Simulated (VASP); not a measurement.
# Nickel: accuracy against cost in the SCF threshold and smearing

How sensitive are energy and pressure of Nickel to the SCF threshold and smearing? The series runs use r2SCAN. The SCF threshold tried: EDIFF = 0.01; EDIFF = 0.001; EDIFF = 1E-04; EDIFF = 1E-05; EDIFF = 1E-06; EDIFF = 1E-08. The smearing tried: ISMEAR = 0, SIGMA = 0.01; ISMEAR = 0, SIGMA = 0.05; ISMEAR = 0, SIGMA = 0.1; ISMEAR = 0, SIGMA = 0.2; ISMEAR = 0, SIGMA = 0.5; ISMEAR = 1, SIGMA = 0.01; ISMEAR = 1, SIGMA = 0.05; ISMEAR = 1, SIGMA = 0.1; ISMEAR = 1, SIGMA = 0.2; ISMEAR = 1, SIGMA = 0.5; ISMEAR = -5. The start is a cell from a database of measured crystal structures.

Method: r2SCAN, spin-polarised from a ferromagnetic start (one magnetic atom a cell); plane waves and PAW (Ni), in VASP 6.6.1.

## (1) The structure

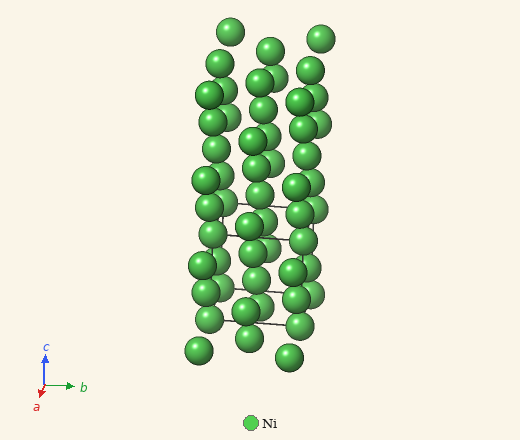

The starting structure, seen slightly off an axis (nickel green). 2×1×3 cells are drawn. This picture shows the conventional cell, with its axes. Some periodic images of atoms are drawn too.

## (2) SCF threshold: EDIFF = 0.01

EDIFF stops the electronic loop; forces need it tighter than energies do. r2SCAN adds the kinetic-energy density, costs more than a GGA and is run with LASPH.

INCAR

```
SYSTEM = Ni
PREC = Accurate
ENCUT = 400
EDIFF = 0.01
NELM = 100
ISMEAR = -1
SIGMA = 0.05
LREAL = .FALSE.
ALGO = Normal
METAGGA = R2SCAN
LASPH = .TRUE.
NBANDS = 11
ISPIN = 2
MAGMOM = 1
LMAXMIX = 4
LORBIT = 11
LWAVE = .FALSE.
LCHARG = .FALSE.
KPAR = 2
ISIF = 2
```

POSCAR

```
Ni
1.0
    0.0000000000      1.7619350000      1.7619350000
    1.7619350000      0.0000000000      1.7619350000
    1.7619350000      1.7619350000      0.0000000000
Ni
1
Direct
    0.0000000000      0.0000000000      0.0000000000
```

KPOINTS

```
Automatic mesh
0
Gamma
11 11 11
0 0 0
```

The projector-augmented-wave data sets are Ni (PBE family, release 64).

Run with:

```console
$ mpirun -np 2 vasp_std
```

Log:

```text
[banner, memory and clock lines left out]
running    2 mpi-ranks, on    1 nodes
 distrk:  each k-point on    1 cores,    2 groups
 distr:  one band on    1 cores,    1 groups

 POSCAR found type information on POSCAR Ni
 POSCAR found :  1 types and       1 ions
|                                                                             |
|               ----> ADVICE to this user running VASP <----                  |
|                                                                             |
|     You enforced a specific xc type in the INCAR file but a different       |
|     [... a line on the potential file left out ...]
|     I HOPE YOU KNOW WHAT YOU ARE DOING!                                     |
|                                                                             |

 LDA part: xc-table for (None), standard interpolation
 POSCAR, INCAR and KPOINTS ok, starting setup
 FFT: planning ... GRIDC
 FFT: planning ... GRID_SOFT
 FFT: planning ... GRID
 WAVECAR not read
 entering main loop
       N       E                     dE             d eps       ncg     rms          rms(c)
DAV:   1     0.184463691714E+02    0.18446E+02   -0.39730E+03  2534   0.975E+02
DAV:   2    -0.134798945876E+02   -0.31926E+02   -0.30066E+02  2572   0.160E+02
DAV:   3    -0.142930742679E+02   -0.81318E+00   -0.80729E+00  2803   0.306E+01
DAV:   4    -0.143007516355E+02   -0.76774E-02   -0.76751E-02  2858   0.252E+00
DAV:   5    -0.143008898456E+02   -0.13821E-03   -0.13820E-03  1910   0.340E-01    0.107E+01
DAV:   6    -0.124885111298E+02    0.18124E+01   -0.21499E+01  3004   0.690E+01    0.822E+00
DAV:   7    -0.119273681073E+02    0.56114E+00   -0.45269E+00  2977   0.258E+01    0.218E+00
DAV:   8    -0.119303697508E+02   -0.30016E-02   -0.32003E-02  2570   0.195E+00
   1 F= -.11930370E+02 E0= -.11923054E+02  d E =-.146308E-01  mag=     0.6727
```

The job ended after 7.8 s (2 MPI ranks of Intel Xeon Platinum 8488C (Sapphire Rapids), shared host; peak memory 0.22 GiB).

The logs omit lines about the potential files and the build; timing stands in the text.

Parts of OUTCAR (step 2):

```text
ion  position               nearest neighbor table
   1  0.000  0.000  0.000-

  LATTYP: Found a face centered cubic cell.
 ALAT       =     3.5238700000

 Subroutine GETGRP returns: Found 48 space group operations
 (whereof 48 operations were pure point group operations)

The static configuration has the point symmetry O_h .

 Found     56 irreducible k-points:

   k-points           NKPTS =     56   k-points in BZ     NKDIM =     56   number of bands    NBANDS=     11

   dimension x,y,z NGX =    16 NGY =   16 NGZ =   16
   dimension x,y,z NGXF=    32 NGYF=   32 NGZF=   32

   ENCUT  =  400.0 eV  29.40 Ry    5.42 a.u.   4.06  4.06  4.06*2*pi/ulx,y,z

   NELECT =      10.0000    total number of electrons

 k-points in reciprocal lattice and weights: Automatic mesh
   0.00000000  0.00000000  0.00000000       0.001
   0.09090909  0.00000000  0.00000000       0.006
   0.18181818  0.00000000  0.00000000       0.006
   0.27272727  0.00000000  0.00000000       0.006
   0.36363636  0.00000000  0.00000000       0.006
   0.45454545  0.00000000  0.00000000       0.006
   0.09090909  0.09090909  0.00000000       0.005
   0.18181818  0.09090909  0.00000000       0.018
   0.27272727  0.09090909  0.00000000       0.018
[...]
-0.36363636  0.45454545  0.18181818       0.018
  -0.27272727  0.45454545  0.18181818       0.018

 average (electrostatic) potential at core
       1 -87.3272

 E-fermi :   9.3013

 spin component 1
 k-point     1 :       0.0000    0.0000    0.0000
  band No.  band energies     occupation
    ...
      2       6.4730      1.00000
      3       6.4730      1.00000
      4       6.4730      1.00000
      5       7.7693      1.00000
      6       7.7693      1.00000
      7      33.7515      0.00000
      8      37.8057      0.00000
      9      37.8057      0.00000
     10      37.8078      0.00000
     11      40.4879      0.00000

 k-point     2 :       0.0909    0.0000    0.0000
  band No.  band energies     occupation
    ...
      2       6.3936      1.00000
      3       6.5427      1.00000
      4       6.5427      1.00000
      5       7.7414      1.00000
      6       7.7414      1.00000
      7      32.2370      0.00000
      8      35.2285      0.00000
      9      37.0378      0.00000
     10      37.0392      0.00000
     11      41.6203      0.00000

 k-point     3 :       0.1818    0.0000    0.0000
  band No.  band energies     occupation
    ...
      2       6.2225      1.00000
      3       6.6824      1.00000
      4       6.6824      1.00000
      5       7.7216      1.00000
      6       7.7217      1.00000
      7      27.6113      0.00000
      8      34.4149      0.00000
      9      36.0059      0.00000
     10      36.0069      0.00000
     11      42.0222      0.00000

 k-point     4 :       0.2727    0.0000    0.0000
  band No.  band energies     occupation
    ...
      2       6.2014      1.00000
      3       6.7232      1.00000
      4       6.7233      1.00000
      5       7.8599      1.00000
      6       7.8601      1.00000
      7      22.8589      0.00000
      8      33.6063      0.00000
      9      35.2805      0.00000
     10      35.2811      0.00000
     11      40.6469      0.00000

 k-point     5 :       0.3636    0.0000    0.0000
  band No.  band energies     occupation
    ...
      2       6.6420      1.00000
      3       6.6421      1.00000
      4       6.9247      1.00000
      5       8.1293      1.00000
      6       8.1295      1.00000
      7      18.6041      0.00000
      8      32.7624      0.00000
      9      34.8912      0.00000
     10      34.8913      0.00000
     11      38.7403      0.00000

 k-point     6 :       0.4545    0.0000    0.0000
  band No.  band energies     occupation
    ...
      2       6.5653      1.00000
      3       6.5654      1.00000
      4       8.3292      1.00000
      5       8.3294      1.00000
      6       8.4830      1.00000
      7      15.4511      0.00000
      8      32.2493      0.00000
      9      34.7669      0.00000
     10      34.7674      0.00000
     11      37.6379      0.00000

  Total       -1.0060082     -1.0060082     -1.0060082      0.0000000      0.0000000     -0.0000000
  in kB     -147.3372168   -147.3372168   -147.3372168      0.0000000      0.0000000     -0.0000000
  external PRESSURE =    -147.3372168 kB  Pullay stress =       0.0000000 kB

  energy-cutoff  :      400.00
  volume of cell :       10.94
      direct lattice vectors                 reciprocal lattice vectors
     0.000000000  1.761935000  1.761935000    -0.283778914  0.283778914  0.283778914
     1.761935000  0.000000000  1.761935000     0.283778914 -0.283778914  0.283778914
     1.761935000  1.761935000  0.000000000     0.283778914  0.283778914 -0.283778914

 POSITION                                       TOTAL-FORCE (eV/Angst)
 -----------------------------------------------------------------------------------
      0.00000      0.00000      0.00000        -0.000000      0.000000      0.000000
 -----------------------------------------------------------------------------------
    total drift:                                0.000000      0.000000     -0.000000

  FREE ENERGIE OF THE ION-ELECTRON SYSTEM (eV)
  ---------------------------------------------------
  free  energy   TOTEN  =       -11.9303697508 eV

  energy  without entropy=      -11.9157389436  energy(sigma->0) =      -11.92305435

 total charge
# of ion       s       p       d       tot
------------------------------------------
    1        0.513   0.518   8.299   9.330

 magnetization (x)
# of ion       s       p       d       tot
------------------------------------------
    1       -0.011  -0.040   0.749   0.698

[... 6 further parts left out ...]
```

The cell holds one magnetic atom, so no antiferromagnetic order fits into it. The k-mesh is coarse for a metal. SCAN-type functionals tend to overstate the moments of itinerant magnets. The PAW data sets were made with PBE, which is usual practice but a small mismatch for other functionals.

Numbers from this step:

```yaml
scf_cycles: 8
electrons: 10
bands: 11
irreducible_k_points: 56
symmetry_operations: 48
free_energy_toten: -11.93 eV
energy_at_zero_smearing: -11.92 eV
fermi_energy: 9.301 eV
pressure: -14.73 GPa
moment_of_the_cell_from_the_last_line_of_the_log: 0.6727 μB
metallic: yes
```

Spin moment in the PAW sphere by atom:

```tsv
atom	spin moment in the PAW sphere (μB)
Ni1	0.698
```

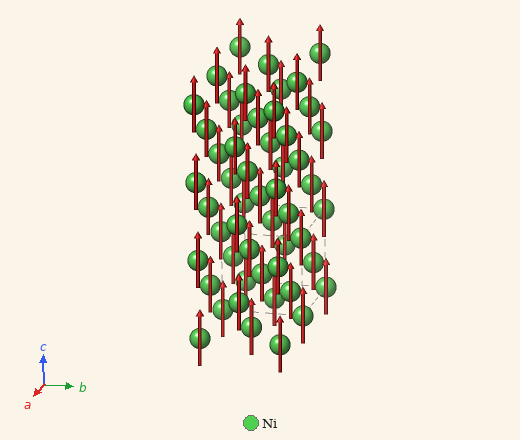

Spin moment in the PAW sphere as arrows, the longest 0.698 μB. Up and down stand for the sign. Arrows give size and sign along the axis of quantisation, drawn up and down the page. 2×1×3 conventional cells are drawn. Some periodic images of atoms are drawn too.

The series starts at -11.9231 eV an atom and -14.73 GPa, after 8 cycles in 7.8 s.

## (3) SCF threshold: EDIFF = 0.001

INCAR, as its differences from that of step 2:

```diff
@@ -3,3 +3,3 @@
 ENCUT = 400
-EDIFF = 0.01
+EDIFF = 0.001
 NELM = 100
```

POSCAR is that of step 2.

KPOINTS is that of step 2.

Run with:

```console
$ mpirun -np 2 vasp_std
```

Log:

```text
[banner, memory and clock lines left out]
running    2 mpi-ranks, on    1 nodes
[...]
[... a notice as in an earlier step ...]

 LDA part: xc-table for (None), standard interpolation
 POSCAR, INCAR and KPOINTS ok, starting setup
[...]
entering main loop
       N       E                     dE             d eps       ncg     rms          rms(c)
[... 3 cycles as in an earlier step ...]
DAV:   4    -0.143007519380E+02   -0.76777E-02   -0.76754E-02  2874   0.252E+00
DAV:   5    -0.143009096750E+02   -0.15774E-03   -0.15773E-03  2526   0.339E-01    0.107E+01
DAV:   6    -0.124881543985E+02    0.18128E+01   -0.21488E+01  3004   0.690E+01    0.821E+00
DAV:   7    -0.119273992670E+02    0.56076E+00   -0.45255E+00  2974   0.258E+01    0.218E+00
DAV:   8    -0.119303717361E+02   -0.29725E-02   -0.31809E-02  2626   0.194E+00    0.119E+00
DAV:   9    -0.119290307732E+02    0.13410E-02   -0.27045E-03  2407   0.513E-01    0.477E-01
DAV:  10    -0.119289208763E+02    0.10990E-03   -0.76588E-03  2631   0.100E+00
   1 F= -.11928921E+02 E0= -.11921897E+02  d E =-.140479E-01  mag=     0.7317
```

Elapsed: 16 s, on 2 MPI ranks; peak memory 0.22 GiB; 30 s of CPU time.

From OUTCAR (step 3):

```text
  Total       -0.9842735     -0.9842735     -0.9842735      0.0000000      0.0000000      0.0000000
  in kB     -144.1540116   -144.1540116   -144.1540116      0.0000000      0.0000000      0.0000000
  external PRESSURE =    -144.1540116 kB  Pullay stress =       0.0000000 kB

 POSITION                                       TOTAL-FORCE (eV/Angst)
 -----------------------------------------------------------------------------------
      0.00000      0.00000      0.00000         0.000000     -0.000000     -0.000000
 -----------------------------------------------------------------------------------
    total drift:                                0.000000      0.000000     -0.000000

  FREE ENERGIE OF THE ION-ELECTRON SYSTEM (eV)
  ---------------------------------------------------
  free  energy   TOTEN  =       -11.9289208763 eV

  energy  without entropy=      -11.9148729409  energy(sigma->0) =      -11.92189691

 magnetization (x)
# of ion       s       p       d       tot
------------------------------------------
    1       -0.010  -0.041   0.795   0.744

[... 2 parts as in an earlier step ...]

[... 1 further part left out ...]
[key lines of the parts left out:]
E-fermi :   9.2514
```

Against the run before the energy moves by +1.16 meV an atom and the pressure by +0.32 GPa, after 10 cycles in 16 s.

## (4) SCF threshold: EDIFF = 1E-04

INCAR, as its differences from that of step 3:

```diff
@@ -3,3 +3,3 @@
 ENCUT = 400
-EDIFF = 0.001
+EDIFF = 1E-04
 NELM = 100
```

POSCAR is that of step 3.

KPOINTS is that of step 3.

Run with:

```console
$ mpirun -np 2 vasp_std
```

Log:

```text
[... set-up lines as in an earlier step ...]
 entering main loop
       N       E                     dE             d eps       ncg     rms          rms(c)
[... 4 cycles as in an earlier step ...]
DAV:   5    -0.143009110997E+02   -0.15916E-03   -0.15916E-03  2777   0.339E-01    0.107E+01
DAV:   6    -0.124881164038E+02    0.18128E+01   -0.21487E+01  3004   0.690E+01    0.821E+00
DAV:   7    -0.119274002782E+02    0.56072E+00   -0.45253E+00  2974   0.258E+01    0.218E+00
DAV:   8    -0.119303714871E+02   -0.29712E-02   -0.31811E-02  2626   0.194E+00    0.119E+00
DAV:   9    -0.119290382986E+02    0.13332E-02   -0.27805E-03  3135   0.513E-01    0.477E-01
DAV:  10    -0.119289103280E+02    0.12797E-03   -0.77138E-03  2908   0.103E+00    0.102E-01
DAV:  11    -0.119291357310E+02   -0.22540E-03   -0.76737E-04  2798   0.342E-01    0.685E-02
DAV:  12    -0.119291791967E+02   -0.43466E-04   -0.41378E-05  1337   0.743E-02
   1 F= -.11929179E+02 E0= -.11922394E+02  d E =-.135711E-01  mag=     0.7563
```

Run time: 16 s. Hardware: 2 MPI ranks; peak memory 0.22 GiB.

Parts of OUTCAR (step 4):

```text
  Total       -0.5099677     -0.5099677     -0.5099677      0.0000000     -0.0000000     -0.0000000
  in kB      -74.6884844    -74.6884844    -74.6884844      0.0000000     -0.0000000     -0.0000000
  external PRESSURE =     -74.6884844 kB  Pullay stress =       0.0000000 kB

 POSITION                                       TOTAL-FORCE (eV/Angst)
 -----------------------------------------------------------------------------------
      0.00000      0.00000      0.00000         0.000000      0.000000     -0.000000
 -----------------------------------------------------------------------------------
    total drift:                                0.000000      0.000000     -0.000000

  FREE ENERGIE OF THE ION-ELECTRON SYSTEM (eV)
  ---------------------------------------------------
  free  energy   TOTEN  =       -11.9291791967 eV

  energy  without entropy=      -11.9156081432  energy(sigma->0) =      -11.92239367

 magnetization (x)
# of ion       s       p       d       tot
------------------------------------------
    1       -0.010  -0.041   0.815   0.764

[... 2 parts as in an earlier step ...]

[... 1 further part left out ...]
[key lines of the parts left out:]
E-fermi :   9.2427
```

Against the run before the energy moves by -0.50 meV an atom and the pressure by +6.95 GPa, after 12 cycles in 16 s.

## (5) SCF threshold: EDIFF = 1E-05

INCAR, as its differences from that of step 4:

```diff
@@ -3,3 +3,3 @@
 ENCUT = 400
-EDIFF = 1E-04
+EDIFF = 1E-05
 NELM = 100
```

POSCAR is that of step 4.

KPOINTS is that of step 4.

Run with:

```console
$ mpirun -np 2 vasp_std
```

Log:

```text
[... set-up lines as in an earlier step ...]
 entering main loop
       N       E                     dE             d eps       ncg     rms          rms(c)
[... 4 cycles as in an earlier step ...]
DAV:   5    -0.143009111070E+02   -0.15917E-03   -0.15916E-03  2825   0.339E-01    0.107E+01
DAV:   6    -0.124881183369E+02    0.18128E+01   -0.21487E+01  3004   0.690E+01    0.821E+00
DAV:   7    -0.119274002246E+02    0.56072E+00   -0.45253E+00  2974   0.258E+01    0.218E+00
DAV:   8    -0.119303714907E+02   -0.29713E-02   -0.31811E-02  2626   0.194E+00    0.119E+00
[...]
DAV:  12    -0.119291791186E+02   -0.43221E-04   -0.39971E-05  1762   0.738E-02    0.544E-02
DAV:  13    -0.119292837249E+02   -0.10461E-03   -0.62518E-04  2799   0.285E-01    0.217E-02
DAV:  14    -0.119292765042E+02    0.72207E-05   -0.30215E-05  1792   0.663E-02
   1 F= -.11929277E+02 E0= -.11922683E+02  d E =-.131862E-01  mag=     0.7517
```

The job ended after 22 s (2 MPI ranks; peak memory 0.23 GiB; 41 s of CPU time).

From OUTCAR (step 5):

```text
  Total       -0.5297345     -0.5297345     -0.5297345     -0.0000000      0.0000000      0.0000000
  in kB      -77.5834719    -77.5834719    -77.5834719     -0.0000000      0.0000000      0.0000000
  external PRESSURE =     -77.5834719 kB  Pullay stress =       0.0000000 kB

 POSITION                                       TOTAL-FORCE (eV/Angst)
 -----------------------------------------------------------------------------------
      0.00000      0.00000      0.00000         0.000000     -0.000000      0.000000
 -----------------------------------------------------------------------------------
    total drift:                                0.000000      0.000000      0.000000

  FREE ENERGIE OF THE ION-ELECTRON SYSTEM (eV)
  ---------------------------------------------------
  free  energy   TOTEN  =       -11.9292765042 eV

  energy  without entropy=      -11.9160903307  energy(sigma->0) =      -11.92268342

 magnetization (x)
# of ion       s       p       d       tot
------------------------------------------
    1       -0.010  -0.041   0.828   0.777

[... 2 parts as in an earlier step ...]

[... 1 further part left out ...]
[key lines of the parts left out:]
E-fermi :   9.2513
```

Against the run before the energy moves by -0.29 meV an atom and the pressure by -0.29 GPa, after 14 cycles in 22 s.

## (6) SCF threshold: EDIFF = 1E-06

INCAR, as its differences from that of step 5:

```diff
@@ -3,3 +3,3 @@
 ENCUT = 400
-EDIFF = 1E-05
+EDIFF = 1E-06
 NELM = 100
```

POSCAR is that of step 5.

KPOINTS is that of step 5.

Run with:

```console
$ mpirun -np 2 vasp_std
```

Log:

```text
[... set-up lines as in an earlier step ...]
 entering main loop
       N       E                     dE             d eps       ncg     rms          rms(c)
[... 11 cycles as in an earlier step ...]
DAV:  12    -0.119291792727E+02   -0.43375E-04   -0.41515E-05  3085   0.738E-02    0.544E-02
DAV:  13    -0.119292825437E+02   -0.10327E-03   -0.62929E-04  2809   0.289E-01    0.218E-02
DAV:  14    -0.119292761410E+02    0.64026E-05   -0.35144E-05  2752   0.685E-02    0.743E-03
DAV:  15    -0.119292696765E+02    0.64646E-05   -0.12354E-05  2828   0.376E-02    0.830E-03
DAV:  16    -0.119292787994E+02   -0.91229E-05   -0.76089E-06  2185   0.314E-02    0.145E-03
DAV:  17    -0.119292778030E+02    0.99637E-06   -0.56462E-08  1292   0.295E-03
   1 F= -.11929278E+02 E0= -.11922678E+02  d E =-.131998E-01  mag=     0.7535
```

Wall time 17 s (2 MPI ranks); peak memory 0.23 GiB; 32 s of CPU time.

Parts of OUTCAR (step 6):

```text
  Total       -0.5307928     -0.5307928     -0.5307928      0.0000000      0.0000000      0.0000000
  in kB      -77.7384625    -77.7384625    -77.7384625      0.0000000      0.0000000      0.0000000
  external PRESSURE =     -77.7384625 kB  Pullay stress =       0.0000000 kB

  FREE ENERGIE OF THE ION-ELECTRON SYSTEM (eV)
  ---------------------------------------------------
  free  energy   TOTEN  =       -11.9292778030 eV

  energy  without entropy=      -11.9160780230  energy(sigma->0) =      -11.92267791

[... 4 parts as in an earlier step ...]

[... 1 further part left out ...]
[key lines of the parts left out:]
E-fermi :   9.2517
```

Against the run before the energy moves by +0.01 meV an atom and the pressure by -0.02 GPa, after 17 cycles in 17 s.

(Part 1 of 3 ends here.)

[Lines on the potential files, build, host, timing and source positions are cut from VASP's logs without a mark.]

[Logs are printed without paths, hosts, clocks, repeated set-up lines and the standing remarks that a program may print on its own settings, such as how far it seeks lower states.]

[Hosts, paths, dates, database ids (printed as entryN), source tags and the programs' standing remarks are cut or masked in the printed files.]

[A measured line is paired with the nearest computed mode of its activity, which favours agreement.]
